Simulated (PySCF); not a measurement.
**[Y(SH)2]+: other functionals and bases at one geometry**

Aim: see how levels, charges and forces of [Y(SH)2]+ depend on the level of theory. The species was built from a template and needn't be a known compound.

Method: several levels, as the steps say, no spin–orbit coupling; program: PySCF 2.14.0.

1 further run of the same task is left out (for a known fault of the program).

## 1. The starting structure

5 atoms, charge 1, spin multiplicity 1.

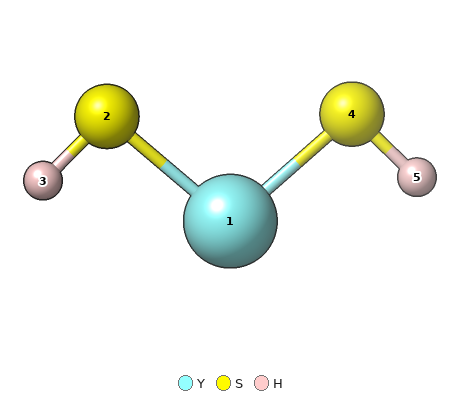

The structure; yttrium light teal, sulfur yellow, hydrogen pink; atoms are numbered from 1 in the order of the file.

Geometry (Å):

```tsv
atom	x (Å)	y (Å)	z (Å)
Y1	0.00000	0.00000	-0.87418
S2	1.85756	-0.07439	0.71500
H3	2.81110	-0.23473	-0.24020
S4	-1.85756	0.07439	0.71500
H5	-2.81110	0.23473	-0.24020
```

Formal oxidation states: Y +3. An earlier session relaxed this geometry at PBE0, Y def2-SVP with ECP28, S def2-SVP, H def2-SVP (singlet, point group C2).

At PBE0 on the finer grid: E = -835.199349 Eh, HOMO -12.19 eV, LUMO -7.47 eV, Mulliken charge on Y1 +1.01 e, largest force component 0.043 eV/Å. 

Levels to run: revPBE; CAM-B3LYP; PBE0, TZVP. Hardware: 2 threads of Arm Neoverse V2, shared host.

## 2. revPBE

Input file run.py (the lines that set the calculation):

```python
mol = gto.M(atom='''
Y      0.00000     0.00000    -0.87418
S      1.85756    -0.07439     0.71500
H      2.81110    -0.23473    -0.24020
S     -1.85756     0.07439     0.71500
H     -2.81110     0.23473    -0.24020''',
    basis={'Y': 'def2-SVP', 'S': 'def2-SVP', 'H': 'def2-SVP'},
    ecp={'Y': 'def2-SVP'},
    charge=1, spin=0)
mf = dft.RKS(mol, xc='PBE_R,PBE')
mf.grids.atom_grid = (75, 302)
mf = mf.density_fit()  # fitting sets: Y def2-universal-JKFIT, S def2-universal-JKFIT, H def2-universal-JKFIT
mf.conv_tol = 1e-08; mf.max_cycle = 55
mf.kernel(dm0)  # dm0: the density of the relaxed state
```

Run with:

```bash
OMP_NUM_THREADS=2 python run.py
```

The log of the run:

```text
init E= -835.376936158288
  HOMO = -0.405426494040419  LUMO = -0.306360815283719  gap/eV = 2.69571
cycle= 1 E= -835.37263052143  delta_E= 0.00431  |g|= 0.127  |ddm|= 0.296
  HOMO = -0.416838832405204  LUMO = -0.27361112302571  gap/eV = 3.89742
cycle= 2 E= -835.332554766523  delta_E= 0.0401  |g|= 0.332  |ddm|= 0.692
  HOMO = -0.405928733089063  LUMO = -0.296179300416552  gap/eV = 2.98643
cycle= 3 E= -835.379062298747  delta_E= -0.0465  |g|= 0.0103  |ddm|= 0.511
  HOMO = -0.406720085525083  LUMO = -0.297572756330994  gap/eV = 2.97005
cycle= 4 E= -835.379091216934  delta_E= -2.89e-05  |g|= 0.00358  |ddm|= 0.0204
  HOMO = -0.406764323221799  LUMO = -0.297334376020371  gap/eV = 2.97774
cycle= 5 E= -835.379096038817  delta_E= -4.82e-06  |g|= 0.00081  |ddm|= 0.00505
  HOMO = -0.406745920831158  LUMO = -0.297296845320907  gap/eV = 2.97826
cycle= 6 E= -835.379096271167  delta_E= -2.32e-07  |g|= 0.000244  |ddm|= 0.00101
  HOMO = -0.406738444881857  LUMO = -0.297277256728448  gap/eV = 2.97859
cycle= 7 E= -835.379096294441  delta_E= -2.33e-08  |g|= 5.86e-05  |ddm|= 0.000344
  HOMO = -0.406743845741474  LUMO = -0.297277057698432  gap/eV = 2.97874
cycle= 8 E= -835.379096295557  delta_E= -1.12e-09  |g|= 6.19e-06  |ddm|= 7.9e-05
  HOMO = -0.406742317505972  LUMO = -0.29727578929554  gap/eV = 2.97874
Extra cycle  E= -835.379096295553  delta_E= 3.98e-12  |g|= 7.13e-06  |ddm|= 1.79e-05
converged SCF energy = -835.379096295553
```

Wall time 2.3 s (2 threads of Arm Neoverse V2, shared host).

Read off: E = -835.379096 Eh, HOMO -11.07 eV, LUMO -8.09 eV, Mulliken charge on Y1 +0.93 e, largest force component 0.393 eV/Å. 

## 3. CAM-B3LYP

Edit run.py (the lines that set the calculation) of step 2 so:

```diff
@@ -9,3 +9,3 @@
     charge=1, spin=0)
-mf = dft.RKS(mol, xc='PBE_R,PBE')
+mf = dft.RKS(mol, xc='CAMB3LYP')
 mf.grids.atom_grid = (75, 302)
```

Run with:

```bash
OMP_NUM_THREADS=2 python run.py
```

The log of the run:

```text
init E= -835.459488653268
  HOMO = -0.491947622344839  LUMO = -0.24353803369079  gap/eV = 6.75957
cycle= 1 E= -835.460362395739  delta_E= -0.000874  |g|= 0.0325  |ddm|= 0.125
  HOMO = -0.489081320425076  LUMO = -0.252442127759965  gap/eV = 6.43928
cycle= 2 E= -835.460131347031  delta_E= 0.000231  |g|= 0.0418  |ddm|= 0.118
  HOMO = -0.491489183513956  LUMO = -0.248040547507006  gap/eV = 6.62457
cycle= 3 E= -835.460752495573  delta_E= -0.000621  |g|= 0.0015  |ddm|= 0.0619
  HOMO = -0.49156413835122  LUMO = -0.248240207539147  gap/eV = 6.62118
cycle= 4 E= -835.460754068492  delta_E= -1.57e-06  |g|= 0.000531  |ddm|= 0.00454
  HOMO = -0.491632769164641  LUMO = -0.248291040262178  gap/eV = 6.62167
cycle= 5 E= -835.460754239182  delta_E= -1.71e-07  |g|= 0.000166  |ddm|= 0.00149
  HOMO = -0.491622076145839  LUMO = -0.248293308152773  gap/eV = 6.62131
cycle= 6 E= -835.460754263435  delta_E= -2.43e-08  |g|= 5.38e-05  |ddm|= 0.000496
  HOMO = -0.491629542745928  LUMO = -0.248298262221695  gap/eV = 6.62138
cycle= 7 E= -835.460754267867  delta_E= -4.43e-09  |g|= 1.27e-05  |ddm|= 0.00029
  HOMO = -0.491629180959989  LUMO = -0.248294638452585  gap/eV = 6.62147
Extra cycle  E= -835.460754268001  delta_E= -1.34e-10  |g|= 1.11e-05  |ddm|= 4.22e-05
converged SCF energy = -835.460754268001
```

It took 2.8 s on 2 threads of Arm Neoverse V2, shared host.

Read off: E = -835.460754 Eh, HOMO -13.38 eV, LUMO -6.76 eV, Mulliken charge on Y1 +1.00 e, largest force component 0.103 eV/Å. 

## 4. PBE0, TZVP

Basis: Y def2-TZVP with ECP28, S def2-TZVP, H def2-TZVP. 

Input file run.py (the lines that set the calculation):

```python
mol = gto.M(atom='''
Y      0.00000     0.00000    -0.87418
S      1.85756    -0.07439     0.71500
H      2.81110    -0.23473    -0.24020
S     -1.85756     0.07439     0.71500
H     -2.81110     0.23473    -0.24020''',
    basis={'Y': 'def2-TZVP', 'S': 'def2-TZVP', 'H': 'def2-TZVP'},
    ecp={'Y': 'def2-TZVP'},
    charge=1, spin=0)
mf = dft.RKS(mol, xc='PBE0')
mf.grids.atom_grid = (75, 302)
mf = mf.density_fit()  # fitting sets: Y def2-universal-JKFIT, S def2-universal-JKFIT, H def2-universal-JKFIT
mf.conv_tol = 1e-08; mf.max_cycle = 55
mf.kernel(dm0)  # dm0: free metal ions and neutral atoms
```

Run with:

```bash
OMP_NUM_THREADS=2 python run.py
```

The log of the run:

```text
init E= -835.277366789729
  HOMO = -0.518741013760771  LUMO = -0.31255604417123  gap/eV = 5.61058
cycle= 1 E= -835.372891122542  delta_E= -0.0955  |g|= 0.566  |ddm|= 1.87
  HOMO = -0.372899720885196  LUMO = -0.305722657372707  gap/eV = 1.82798
cycle= 2 E= -835.046382077188  delta_E= 0.327  |g|= 1.19  |ddm|= 1.62
  HOMO = -0.428478501496757  LUMO = -0.248624064760182  gap/eV = 4.89409
cycle= 3 E= -835.466381587572  delta_E= -0.42  |g|= 0.215  |ddm|= 1.14
  HOMO = -0.444589016858657  LUMO = -0.278364313041648  gap/eV = 4.52320
cycle= 4 E= -835.480886498652  delta_E= -0.0145  |g|= 0.0744  |ddm|= 0.26
  HOMO = -0.446799735317302  LUMO = -0.274043871721479  gap/eV = 4.70093
cycle= 5 E= -835.482768180376  delta_E= -0.00188  |g|= 0.0114  |ddm|= 0.0651
  HOMO = -0.446236084208317  LUMO = -0.272588761771696  gap/eV = 4.72518
cycle= 6 E= -835.48280602174  delta_E= -3.78e-05  |g|= 0.00168  |ddm|= 0.0105
  HOMO = -0.446296822332592  LUMO = -0.272434796534022  gap/eV = 4.73103
cycle= 7 E= -835.482806714335  delta_E= -6.93e-07  |g|= 0.000626  |ddm|= 0.00182
  HOMO = -0.446317427788407  LUMO = -0.27247444039534  gap/eV = 4.73051
cycle= 8 E= -835.482806845536  delta_E= -1.31e-07  |g|= 0.000128  |ddm|= 0.000638
  HOMO = -0.446321650988298  LUMO = -0.272485508908647  gap/eV = 4.73032
cycle= 9 E= -835.482806852131  delta_E= -6.59e-09  |g|= 2.02e-05  |ddm|= 0.000139
  HOMO = -0.446318729552302  LUMO = -0.272488557141654  gap/eV = 4.73016
Extra cycle  E= -835.482806852056  delta_E= 7.55e-11  |g|= 3.03e-05  |ddm|= 4.99e-05
converged SCF energy = -835.482806852056
```

Run time: 5.1 s. Hardware: 2 threads of Arm Neoverse V2, shared host.

Result: E = -835.482807 Eh, HOMO -12.14 eV, LUMO -7.41 eV, Mulliken charge on Y1 +1.25 e, largest force component 0.152 eV/Å. 

## 5. All levels side by side

| level | state | HOMO (eV) | gap (eV) | charge on Y1 (e) | dipole (D) | largest force (eV/Å) | basis functions | time |
| --- | --- | --- | --- | --- | --- | --- | --- | --- |
| PBE0 (relaxed here) | singlet | -12.19 | 4.73 | 1.01 | 8.37 | 0.04 | 77 | 5.6 s |
| revPBE | singlet | -11.07 | 2.98 | 0.93 | 7.72 | 0.39 | 77 | 2.3 s |
| CAM-B3LYP | singlet | -13.38 | 6.62 | 1.00 | 8.53 | 0.10 | 77 | 2.8 s |
| PBE0, TZVP | singlet | -12.14 | 4.73 | 1.25 | 7.95 | 0.15 | 126 | 5.1 s |

Times are on 2 threads of Arm Neoverse V2, shared host; the first row also made further properties. The dipole of a charged species depends on the origin, so these sizes hold for this origin alone.

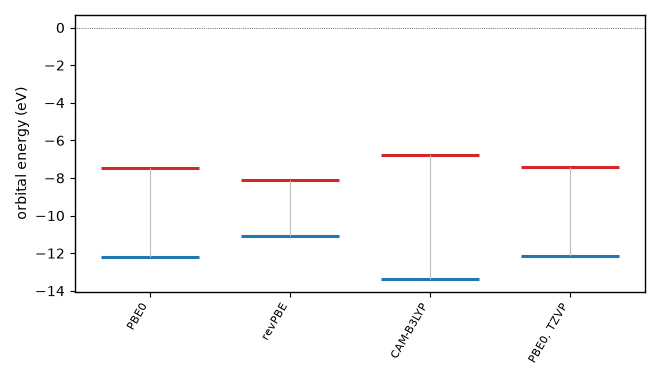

Highest filled and lowest empty level, method by method.

In one basis the HOMO–LUMO gap runs from 2.98 eV (revPBE) to 6.62 eV (CAM-B3LYP). The largest leftover force, 0.39 eV/Å with revPBE, stands at a geometry relaxed at another level. The Mulliken charge on Y spans +0.93 to +1.25 e over the levels. Total energies of different levels can't be compared. Spin–orbit coupling is left out throughout.
